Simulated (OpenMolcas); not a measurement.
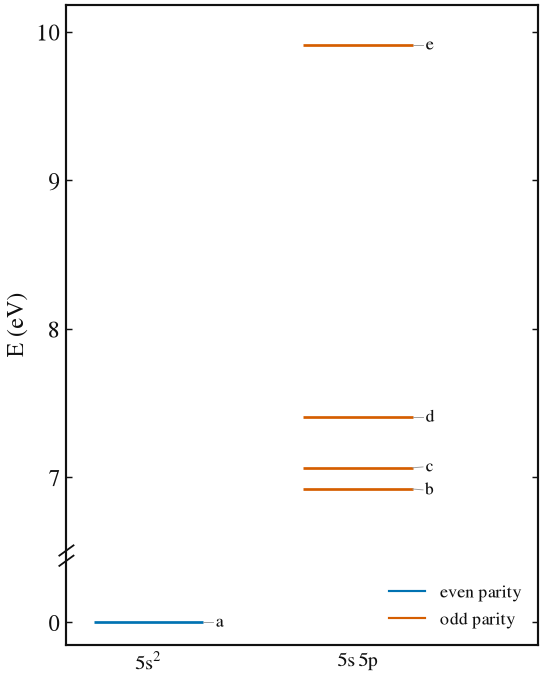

Figure 1. The lowest computed levels of Sn²⁺, 5 of them lettered. a: 5s² ¹S₀ at 0; b: 5s 5p ³P°₀ at 6.92 eV; c: 5s 5p ³P°₁ at 7.06 eV; d: 5s 5p ³P°₂ at 7.40 eV; e: 5s 5p ¹P°₁ at 9.91 eV.

# Multiconfigurational calculation, with input and output: Sn²⁺

- system: Sn²⁺.
- method: state-averaged MS-RASPT2, IPEA shift 0.75, sigma1 shift 0.4 hartree, closed shells 4s 4p 4d correlated, active space 2 electrons in the shells 5s 5p 5d; RAS3 5d with at most 2 electrons, basis ANO-R3, X2C scalar Hamiltonian, spin-orbit coupling by RASSI with atomic mean-field integrals (OpenMolcas)

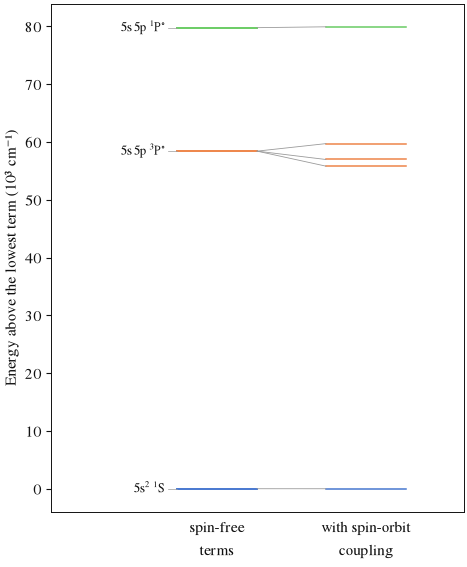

Figure 2. Terms of Sn²⁺ without and with spin-orbit coupling; the J values are left off. 5s² ¹S (at 0) gives the one level J = 0; 5s 5p ³P° (at 58,400 cm⁻¹) splits over 3,900 cm⁻¹ into J = 0, 1, 2 from the bottom up (normal); 5s 5p ¹P° (at 79,800 cm⁻¹) gives the one level J = 1. The ground level lies 2.51 cm⁻¹ below the lowest term.

Input and output of the run follow.

Input:
```
&GATEWAY
Coord
1

Sn 0.0 0.0 0.0
Basis=ANO-R3
Group=XYZ
NoMove
AngMom=0.0 0.0 0.0
AMFI
&SEWARD
&RASSCF
FileOrb=start.orb
Symmetry=1
Spin=3
nActEl=2 0 0
Inactive=14 9
Ras2=1 3
CIRoot=3 3 1
SDav=3
CIMx=300
Iter=120 100
PrWF=0.3
OrbListing=Nothing
MaxOrb=0
Atom
>>> COPY $Project.JobIph JOBPRE
&RASSCF
FileOrb=start.orb
Symmetry=1
Spin=1
nActEl=2 0 2
Inactive=14 9
Ras2=1 3
Ras3=5 0
CIRoot=7 7 1
SDav=27
CIMx=300
Iter=120 100
PrWF=0.3
OrbListing=Nothing
MaxOrb=0
Thrs=2.0e-7 1.0e-1 5.0e-4
Atom
>>> COPY $Project.JobIph JOB001
&RASSCF
FileOrb=start.orb
Symmetry=1
Spin=3
nActEl=2 0 2
Inactive=14 9
Ras2=1 3
Ras3=5 0
CIRoot=15 15 1
SDav=18
CIMx=300
Iter=120 100
PrWF=0.3
OrbListing=Nothing
MaxOrb=0
Thrs=2.0e-7 1.0e-1 5.0e-4
Atom
CIOnly
>>> COPY $Project.JobIph JOB002
&RASSCF
FileOrb=start.orb
Symmetry=2
Spin=1
nActEl=2 0 2
Inactive=14 9
Ras2=1 3
Ras3=5 0
CIRoot=3 3 1
SDav=18
CIMx=300
Iter=120 100
PrWF=0.3
OrbListing=Nothing
MaxOrb=0
Thrs=2.0e-7 1.0e-1 5.0e-4
Atom
>>> COPY $Project.JobIph JOB003
&RASSCF
FileOrb=start.orb
Symmetry=2
Spin=3
nActEl=2 0 2
Inactive=14 9
Ras2=1 3
Ras3=5 0
CIRoot=15 15 1
SDav=18
CIMx=300
Iter=120 100
PrWF=0.3
OrbListing=Nothing
MaxOrb=0
Thrs=2.0e-7 1.0e-1 5.0e-4
Atom
CIOnly
>>> COPY $Project.JobIph JOB004
&RASSI
NrOfJobIphs=4 7 3 3 3
1 2 3 4 5 6 7
1 2 3
1 2 3
1 2 3
IphNames
JOB001
JOB002
JOB003
JOB004
EJob
SpinOrbit
DIPRint=1.0
SOCoupling=1000.0
Subsets=2
MEES
Property=10
'ANGMOM' 1 'ANGMOM' 2 'ANGMOM' 3 'MLTPL  1' 1 'MLTPL  1' 2 'MLTPL  1' 3
'AMFI' 1 'AMFI' 2 'AMFI' 3 'MLTPL  2' 6
SOProperty=3
'ANGMOM' 1 'ANGMOM' 2 'ANGMOM' 3
>>> COPY JOB001 $Project.JobIph
&CASPT2
Multistate=7 1 2 3 4 5 6 7
Frozen=8 6
IPEA=0.75
Sig1=0.4
MaxIter=60
WThr=0.0 0.3 0.05
PrWF=0.5
NoMix
>>> COPY JOB002 $Project.JobIph
&CASPT2
Multistate=3 1 2 3
Frozen=8 6
IPEA=0.75
Sig1=0.4
MaxIter=60
WThr=0.0 0.3 0.05
PrWF=0.5
NoMix
>>> COPY JOB003 $Project.JobIph
&CASPT2
Multistate=3 1 2 3
Frozen=8 6
IPEA=0.75
Sig1=0.4
MaxIter=60
WThr=0.0 0.3 0.05
PrWF=0.5
NoMix
>>> COPY JOB004 $Project.JobIph
&CASPT2
Multistate=3 1 2 3
Frozen=8 6
IPEA=0.75
Sig1=0.4
MaxIter=60
WThr=0.0 0.3 0.05
PrWF=0.5
NoMix
```

The file start.orb holds starting orbitals from an earlier step. A driver script formed the levels outside the program, from RASSI's spin-orbit matrix and the CASPT2 energies (for multi-state variants, the effective Hamiltonian), averaged over the components of each term or state. The log and the time are those of the CASPT2 step.

Launched with:
```bash
OMP_NUM_THREADS=1 MOLCAS_MEM=2252 MOLCAS_PROJECT=a pymolcas a.inp > a.log  # once for each step of the input, in one work folder
```

Output (extracts):
```
--- CASPT2 ---
Orbital specifications:
      -----------------------

      Symmetry species                           1   2
                                                ag  au
      Frozen orbitals                            8   6
      Inactive orbitals                          6   3
      Active orbitals                            6   3
      Secondary orbitals                        31  41
      Deleted orbitals                           0   0
      Number of basis functions                 51  53
Type of calculation                        MS-CASPT2
      Fock operator                              state-specific
      IPEA shift                                 0.75
      Real shift                                 0.00
      Imaginary shift                            0.00
      Sigma^1 regularizer                        0.40
      The input orbitals will be transformed to quasi-canonical
Reference energy:       -6173.0951523887
      E2 (Non-variational):      -0.7671083179
      Shift correction:          -0.0000814481
      E2 (Variational):          -0.7671897660
      Total energy:           -6173.8623421547
      Residual norm:              0.0000000426
      Reference weight:           0.91551
      Contributions to the CASPT2 correlation energy
      Active & Virtual Only:         -0.0058379907
      One Inactive Excited:          -0.1004425427
      Two Inactive Excited:          -0.6608277846
Reference energy:       -6172.5485405464
      E2 (Non-variational):      -0.7209057515
      Shift correction:          -0.0000777932
      E2 (Variational):          -0.7209835448
      Total energy:           -6173.2695240911
      Residual norm:              0.0000005990
      Reference weight:           0.92436
      Contributions to the CASPT2 correlation energy
      Active & Virtual Only:         -0.0010730429
      One Inactive Excited:          -0.0587508359
      Two Inactive Excited:          -0.6610818728
::    CASPT2 Root  1     Total energy:  -6173.86234215
::    CASPT2 Root  2     Total energy:  -6173.26952409
::    CASPT2 Root  3     Total energy:  -6173.26960609
::    CASPT2 Root  4     Total energy:  -6173.26958307
::    CASPT2 Root  5     Total energy:  -6173.26979342
::    CASPT2 Root  6     Total energy:  -6173.26950932
::    CASPT2 Root  7     Total energy:  -6173.16824098
::    MS-CASPT2 Root  1     Total energy:  -6173.86494482
::    MS-CASPT2 Root  2     Total energy:  -6173.27048582
::    MS-CASPT2 Root  3     Total energy:  -6173.26994465
::    MS-CASPT2 Root  4     Total energy:  -6173.26977570
::    MS-CASPT2 Root  5     Total energy:  -6173.26948622
::    MS-CASPT2 Root  6     Total energy:  -6173.26832532
::    MS-CASPT2 Root  7     Total energy:  -6173.16563659
--- CASPT2 ---
Orbital specifications:
      -----------------------

      Symmetry species                           1   2
                                                ag  au
      Frozen orbitals                            8   6
      Inactive orbitals                          6   3
      Active orbitals                            6   3
      Secondary orbitals                        31  41
      Deleted orbitals                           0   0
      Number of basis functions                 51  53
Type of calculation                        MS-CASPT2
      Fock operator                              state-specific
      IPEA shift                                 0.75
      Real shift                                 0.00
      Imaginary shift                            0.00
      Sigma^1 regularizer                        0.40
      The input orbitals will be transformed to quasi-canonical
Reference energy:       -6172.5209082464
      E2 (Non-variational):      -0.7356817903
      Shift correction:          -0.0000462918
      E2 (Variational):          -0.7357280821
      Total energy:           -6173.2566363285
      Residual norm:              0.0000003957
      Reference weight:           0.92088
      Contributions to the CASPT2 correlation energy
      Active & Virtual Only:         -0.0016053137
      One Inactive Excited:          -0.0724312440
      Two Inactive Excited:          -0.6616452326
Reference energy:       -6172.5209082464
      E2 (Non-variational):      -0.7356817568
      Shift correction:          -0.0000462914
      E2 (Variational):          -0.7357280482
      Total energy:           -6173.2566362946
      Residual norm:              0.0000003957
      Reference weight:           0.92088
      Contributions to the CASPT2 correlation energy
      Active & Virtual Only:         -0.0016053113
      One Inactive Excited:          -0.0724312129
      Two Inactive Excited:          -0.6616452326
::    CASPT2 Root  1     Total energy:  -6173.25663633
::    CASPT2 Root  2     Total energy:  -6173.25663629
::    CASPT2 Root  3     Total energy:  -6173.25663634
::    MS-CASPT2 Root  1     Total energy:  -6173.25663634
::    MS-CASPT2 Root  2     Total energy:  -6173.25663633
::    MS-CASPT2 Root  3     Total energy:  -6173.25663629
--- CASPT2 ---
Orbital specifications:
      -----------------------

      Symmetry species                           1   2
                                                ag  au
      Frozen orbitals                            8   6
      Inactive orbitals                          6   3
      Active orbitals                            6   3
      Secondary orbitals                        31  41
      Deleted orbitals                           0   0
      Number of basis functions                 51  53
Type of calculation                        MS-CASPT2
      Fock operator                              state-specific
      IPEA shift                                 0.75
      Real shift                                 0.00
      Imaginary shift                            0.00
      Sigma^1 regularizer                        0.40
      The input orbitals will be transformed to quasi-canonical
Reference energy:       -6172.7323194498
      E2 (Non-variational):      -0.7689436149
      Shift correction:          -0.0001597563
      E2 (Variational):          -0.7691033712
      Total energy:           -6173.5014228211
      Residual norm:              0.0000002626
      Reference weight:           0.91252
      Contributions to the CASPT2 correlation energy
      Active & Virtual Only:         -0.0062502249
      One Inactive Excited:          -0.1009185545
      Two Inactive Excited:          -0.6617748355
Reference energy:       -6172.7323194498
      E2 (Non-variational):      -0.7689426476
      Shift correction:          -0.0001597265
      E2 (Variational):          -0.7691023740
      Total energy:           -6173.5014218239
      Residual norm:              0.0000002626
      Reference weight:           0.91252
      Contributions to the CASPT2 correlation energy
      Active & Virtual Only:         -0.0062502208
      One Inactive Excited:          -0.1009175914
      Two Inactive Excited:          -0.6617748354
::    CASPT2 Root  1     Total energy:  -6173.50142282
::    CASPT2 Root  2     Total energy:  -6173.50142182
::    CASPT2 Root  3     Total energy:  -6173.50142523
::    MS-CASPT2 Root  1     Total energy:  -6173.50142523
::    MS-CASPT2 Root  2     Total energy:  -6173.50142282
::    MS-CASPT2 Root  3     Total energy:  -6173.50142182
--- CASPT2 ---
Orbital specifications:
      -----------------------

      Symmetry species                           1   2
                                                ag  au
      Frozen orbitals                            8   6
      Inactive orbitals                          6   3
      Active orbitals                            6   3
      Secondary orbitals                        31  41
      Deleted orbitals                           0   0
      Number of basis functions                 51  53
Type of calculation                        MS-CASPT2
      Fock operator                              state-specific
      IPEA shift                                 0.75
      Real shift                                 0.00
      Imaginary shift                            0.00
      Sigma^1 regularizer                        0.40
      The input orbitals will be transformed to quasi-canonical
Reference energy:       -6172.8568591665
      E2 (Non-variational):      -0.7411952210
      Shift correction:          -0.0007230980
      E2 (Variational):          -0.7419183190
      Total energy:           -6173.5987774855
      Residual norm:              0.0000001864
      Reference weight:           0.91798
      Contributions to the CASPT2 correlation energy
      Active & Virtual Only:         -0.0055466590
      One Inactive Excited:          -0.0738714503
      Two Inactive Excited:          -0.6617771117
Reference energy:       -6172.8568591665
      E2 (Non-variational):      -0.7411950824
      Shift correction:          -0.0007230833
      E2 (Variational):          -0.7419181657
      Total energy:           -6173.5987773323
      Residual norm:              0.0000001864
      Reference weight:           0.91798
      Contributions to the CASPT2 correlation energy
      Active & Virtual Only:         -0.0055466352
      One Inactive Excited:          -0.0738713355
      Two Inactive Excited:          -0.6617771117
::    CASPT2 Root  1     Total energy:  -6173.59877749
::    CASPT2 Root  2     Total energy:  -6173.59877733
::    CASPT2 Root  3     Total energy:  -6173.59877738
::    MS-CASPT2 Root  1     Total energy:  -6173.59877749
::    MS-CASPT2 Root  2     Total energy:  -6173.59877738
::    MS-CASPT2 Root  3     Total energy:  -6173.59877733
```

Spin-orbit levels, grouped by J and assigned:

```tsv
Configuration	Level	E (eV)	LS purity (%)	Landé g
5s²	¹S₀	0	100	–
5s 5p	³P°₀	6.921	100	–
5s 5p	³P°₁	7.064	99	1.498
5s 5p	³P°₂	7.404	100	1.501
5s 5p	¹P°₁	9.910	99	1.003
```

Summary:

```
                                 quantity                                                                 value
                                  outcome              converged; degenerate states are split by up to 474 cm⁻¹
                             lowest level                                                               5s² ¹S₀
                      first excited level                            5s 5p ³P°₀, 55,822 cm⁻¹ (measured: 53,548)
      energy of the lowest spin-free term                                                   −6173.86494 hartree
    energy of the lowest spin-orbit level                                                   −6173.86496 hartree
                CASPT2 correlation energy                                                       −0.7698 hartree
largest spread among components of a term                                                            473.8 cm⁻¹
                  lowest reference weight                                                                 0.911
                                 hardware  1 thread of Arm Neoverse V2, 24 GiB of memory available, shared host
                                wall time                                                                  16 s
```

Remarks:

The components of ¹D, which symmetry makes degenerate, are split by 474 cm⁻¹ in CASPT2. This is an artefact; the levels of such states rest on averages and are uncertain by about as much. Limits: extra active shells serve correlation only, their own levels not computed; only configurations of the active space are included.
